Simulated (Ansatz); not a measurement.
**SiH2Br− (SMILES [SiH2-]Br): levels of theory compared**

Aim: a comparison of 6 runs (BLYP/STO-3G, UB3LYP/STO-3G, r2SCAN/STO-3G, wB97X/STO-3G, UMP2/STO-3G, UCCSD(T)/STO-3G) of SiH2Br−. 

The calculation is run with Ansatz 0.2.0.

4 further runs of the same task are left out: 2 that didn't finish, 2 set aside as unsound or not needed.

## (1) The system as given

SiH2Br−: 4 atoms, total charge -1, spin state singlet. SMILES: `[SiH2-]Br`. The H3–Si1 distance was set to 1.871 Å, away from the relaxed value.

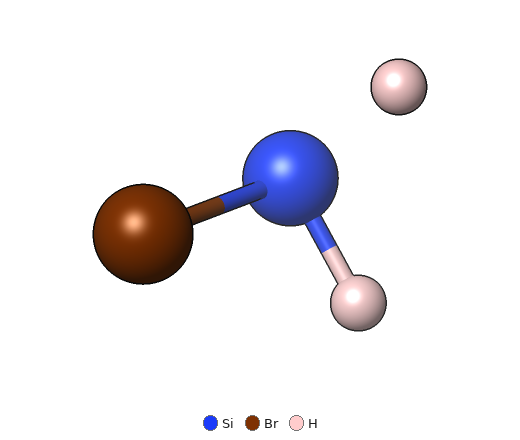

Viewed from a chosen angle; silicon blue, bromine brown, hydrogen pink.

## (2) The energy at BLYP/STO-3G (run 1)

File run.yaml:

```yaml
crystal:
  periodic: [false, false, false]
  atoms:
    - {symbol: Si, position_ang: [0.062503, -0.296269, -0.889586]}
    - {symbol: Br, position_ang: [1.942173, -0.224619, 0.640894]}
    - {symbol: H, position_ang: [-1.209900, -0.529990, 0.461390]}
    - {symbol: H, position_ang: [-0.031387, 1.191101, -1.023236]}
basis:
  gaussian:
    orbitals: STO-3G
total_charge: -1
hamiltonian:
  xc: {name: BLYP}
accuracy: high
```

Run with:

```console
$ ansatz run run.yaml --threads 1 --pin off --max-ram 2610MiB --events-out events.jsonl --progress --plain --runs-dir runs
```

What it wrote:

```text
Warning: RAYON_NUM_THREADS=1 ignored (pool sized by the plan → 1); use --threads N
Functional definition: BLYP
  name "BLYP"
  parameter beta = 0.0042
  parameter a = 0.04918
  parameter b = 0.132
  parameter c = 0.2533
  parameter d = 0.349
  exchange = b88_x(beta = beta)
  correlation = lyp_c(a = a, b = b, c = c, d = d)
412 factors; integrals over basis functions are off by at most 1.1e-8 eV
mean field evaluation 1: about -77089.0015 eV, gradient 1.8e1 eV
mean field evaluation 2: about -77086.7052 eV, gradient 2.8e1 eV
mean field evaluation 4: about -77090.6804 eV, gradient 7.0e-1 eV
mean field evaluation 8: about -77090.6445 eV, gradient 7.2e-3 eV
mean field evaluation 16: about -77090.6445 eV, gradient 1.9e-8 eV
mean field -77090.64450366 eV, -2833.0289315937 hartree, gradient 1.9e-8 eV, S^2 0.000000; 0 other end points of the search recorded, 0 dependent functions left out
reference -77090.64454075 eV, -2833.0289329570 hartree; 26, 26 occupied and 3, 3 virtual orbitals, 412 factors
Total energy: -77090.64454075 eV, -2833.0289329570 hartree
```

It took 1.3 s on 1 thread of Arm Neoverse V1, shared host; peak memory 0.096 GiB.

## (3) A single-point energy at UB3LYP/STO-3G (run 2)

File input.yaml:

```yaml
crystal:
  periodic: [false, false, false]
  atoms:
    - symbol: Si
      position_ang: [0.062503, -0.296269, -0.889586]
    - symbol: Br
      position_ang: [1.942173, -0.224619, 0.640894]
    - symbol: H
      position_ang: [-1.209900, -0.529990, 0.461390]
    - symbol: H
      position_ang: [-0.031387, 1.191101, -1.023236]
basis:
  gaussian:
    orbitals: STO-3G
magnetization:
  spin_polarized: true
  initial_magnetization: 0
total_charge: -1
hamiltonian:
  xc: {name: B3LYP}
accuracy: high
```

Run with:

```console
$ ansatz run input.yaml --threads 1 --pin off --max-ram 2610MiB --events-out events.jsonl --progress --plain --runs-dir runs
```

What it wrote:

```text
Warning: RAYON_NUM_THREADS=1 ignored (pool sized by the plan → 1); use --threads N
Functional definition: B3LYP
  name "B3LYP"
  parameter a0 = 0.2
  parameter ax = 0.72
  parameter ac = 0.81
  exchange = (1 - a0 - ax)*slater_x + ax*b88_x + a0*exact_x
  correlation = (1 - ac)*vwn_rpa_c + ac*lyp_c
412 factors; integrals over basis functions are off by at most 1.1e-8 eV
mean field evaluation 1: about -77093.7231 eV, gradient 1.1e1 eV
mean field evaluation 2: about -77093.4483 eV, gradient 1.3e1 eV
mean field evaluation 4: about -77095.0373 eV, gradient 1.3e-1 eV
mean field evaluation 8: about -77095.0131 eV, gradient 2.3e-3 eV
mean field -77095.01313725 eV, -2833.1894759170 hartree, gradient 8.5e-8 eV, S^2 0.000000; 0 other end points of the search recorded, 0 dependent functions left out
reference -77095.01316441 eV, -2833.1894769153 hartree; 26, 26 occupied and 3, 3 virtual orbitals, 412 factors
Total energy: -77095.01316441 eV, -2833.1894769153 hartree
```

Run time: 2.3 s. Hardware: 1 thread of Arm Neoverse V1, shared host; peak memory 0.14 GiB.

Run 3 isn't shown in full; the table further down has it.

## (4) A single-point energy at wB97X/STO-3G (run 4)

File in.yaml:

```yaml
basis:
  gaussian:
    orbitals: STO-3G
crystal:
  periodic: [false, false, false]
  atoms:
    - {symbol: Si, position_ang: [0.062503, -0.296269, -0.889586]}
    - {symbol: Br, position_ang: [1.942173, -0.224619, 0.640894]}
    - {symbol: H, position_ang: [-1.209900, -0.529990, 0.461390]}
    - {symbol: H, position_ang: [-0.031387, 1.191101, -1.023236]}
total_charge: -1
hamiltonian:
  xc: {name: wB97X}
accuracy: high
```

Run with:

```console
$ ansatz run in.yaml --threads 1 --pin off --max-ram 2610MiB --events-out events.jsonl --progress --plain --runs-dir runs
```

What it wrote, cut to the lines that bear on the results:

```text
Warning: RAYON_NUM_THREADS=1 ignored (pool sized by the plan → 1); use --threads N
Functional definition: wB97X
  name "wB97X"
[...]
      + exact_x_lr(omega)
[...]
      + integral(e_c_pw_opposite_spin*poly(b97_u_opposite, 1, cos1, cos2, cos3, cos4))
412 factors; integrals over basis functions are off by at most 1.1e-8 eV
135 factors; integrals over basis functions are off by at most 1.0e-9 eV
[...]
mean field -77096.76077589 eV, -2833.2537004525 hartree, gradient 4.2e-8 eV, S^2 0.000000; 0 other end points of the search recorded, 0 dependent functions left out
reference -77096.76077433 eV, -2833.2537003952 hartree; 26, 26 occupied and 3, 3 virtual orbitals, 412 factors
Total energy: -77096.76077433 eV, -2833.2537003952 hartree
```

Run time: 6.6 s. Hardware: 1 thread of Arm Neoverse V1, shared host; peak memory 0.25 GiB.

Run 5 isn't shown in full; the table further down has it.

## (5) A single-point energy at UCCSD(T)/STO-3G (run 6)

File job.yaml:

```yaml
crystal:
  periodic: [false, false, false]
  atoms:
    - symbol: Si
      position_ang: [0.062503, -0.296269, -0.889586]
    - symbol: Br
      position_ang: [1.942173, -0.224619, 0.640894]
    - symbol: H
      position_ang: [-1.209900, -0.529990, 0.461390]
    - symbol: H
      position_ang: [-0.031387, 1.191101, -1.023236]
basis:
  gaussian:
    orbitals: STO-3G
magnetization:
  spin_polarized: true
accuracy: high
scf:
  omitted_lower_state_checks: [cluster_reference, increment]
total_charge: -1
correlation:
  method: ccsd_t
  frozen_orbitals: {Br: 9, H: 0, Si: 5}
```

Run with:

```console
$ ansatz run job.yaml --threads 1 --pin off --max-ram 2610MiB --events-out events.jsonl --progress --plain --runs-dir runs
```

What it wrote, cut to the lines that bear on the results:

```text
Warning: RAYON_NUM_THREADS=1 ignored (pool sized by the plan → 1); use --threads N
Functional definition: HF
  name "HF"
[...]
412 factors; integrals over basis functions are off by at most 1.1e-8 eV
[...]
mean field -77042.47494273 eV, -2831.2587328801 hartree, gradient 2.3e-8 eV, S^2 0.000000; 0 other end points of the search recorded, 0 dependent functions left out
14 core orbitals not correlated: weight in the atoms' cores, before any rotation towards them, 1.000 or more for the frozen orbitals, at most 0.000 for the correlated occupied ones
reference -77042.47494273 eV, -2831.2587328801 hartree; 12, 12 occupied and 3, 3 virtual orbitals, 412 factors
second order -1.13985302 eV of doubles, -0.00000000 eV of singles
cycle   1  -1.47883230 eV  change   -3.4e-1 eV  update   6.1e-2
[...]
cycle  20  -1.69930235 eV  change  -8.3e-10 eV  update  5.0e-10
perturbative correction -0.00992954 eV, -0.0003649037 hartree
Total energy: -77044.18417461 eV, -2831.3215459933 hartree
Checks for a lower state left out: cluster_reference, increment
```

It took 0.55 s on 1 thread of Arm Neoverse V1, shared host.

## (6) All runs side by side

```
run            level  frozen core orbitals   energy (Eh)  wall time
  1      BLYP/STO-3G                     –  -2833.028933      1.3 s
  2    UB3LYP/STO-3G                     –  -2833.189477      2.3 s
  3    r2SCAN/STO-3G                     –  -2833.261649      3.3 s
  4     wB97X/STO-3G                     –  -2833.253700      6.6 s
  5      UMP2/STO-3G                    14  -2831.300622      0.3 s
  6  UCCSD(T)/STO-3G                    14  -2831.321546     0.55 s
```

## (7) What came out

| quantity | value |
| --- | --- |
| run 6: total energy | -2831.32155 Eh |
| run 6: correlation energy (14 core orbitals frozen) | -62.8 mEh |
| run 6: (T) correction | -0.36 mEh |
| run 6: T1 diagnostic | 0.008 |

What this shows: Totals of different functionals can't be ranked against each other. In runs 1, 2, 3, 4, 5, 6 the basis is minimal, so the values are rough. All runs together took 14 s, the longest 6.6 s.
